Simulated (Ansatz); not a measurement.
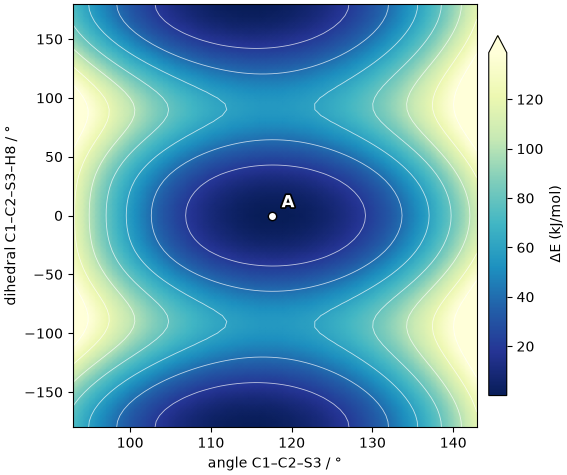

C₂H₄SSe, SMILES CC(S)=[Se]. The first coordinate is: angle C1–C2–S3; the second: dihedral C1–C2–S3–H8. Nothing is relaxed (all other coordinates rigid). Grid: 13 × 12 points. Energies: kJ/mol, counted from the lowest grid point. All numbers below come from RKS PBE-D4/def2-SVP (Ansatz 0.2.0).

Drawn: a smooth colour map with a few white contour lines, one colour for all values above the top of the scale, the point A. Between grid points the surface is interpolated.

> What is the easiest way out of the well at A, and how high is the barrier?

The easiest path leads from the well at angle C1–C2–S3 = 117.9°, dihedral C1–C2–S3–H8 = 0° to a well of about the same depth at about angle C1–C2–S3 = 115°, dihedral C1–C2–S3–H8 = −180°. Its highest point lies about 56 kJ/mol above the bottom of the first well on the interpolated surface, at angle C1–C2–S3 = 117.9°, dihedral C1–C2–S3–H8 = 90°. The start is the relaxed structure and all else is held, so a fully relaxed path at this level can only be lower.

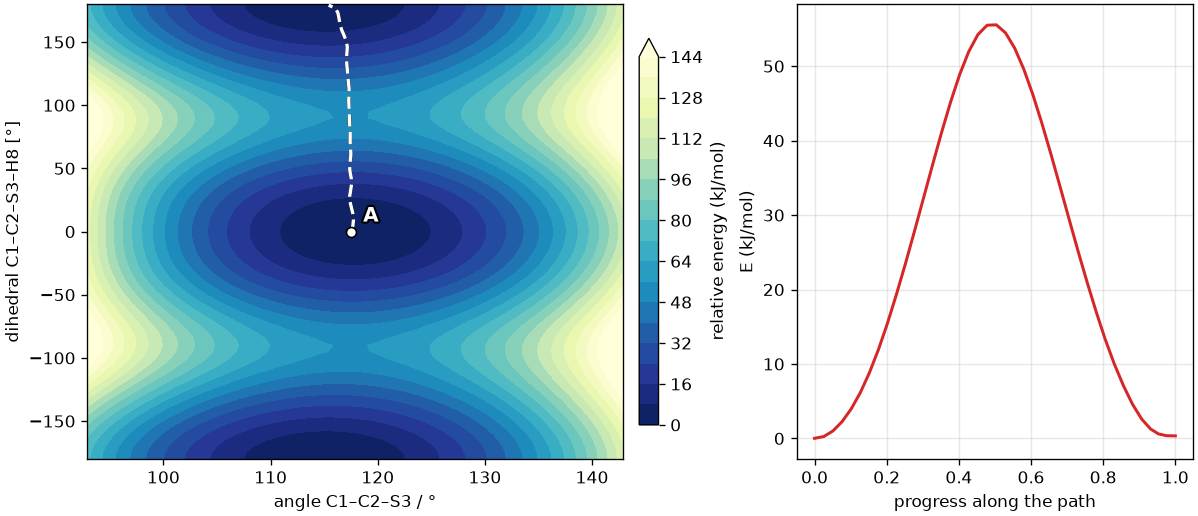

The picture shows filled contours, a line along the lowest path, one colour for all values above the top of the scale, the energy along the path at the right. Between grid points the surface is interpolated.
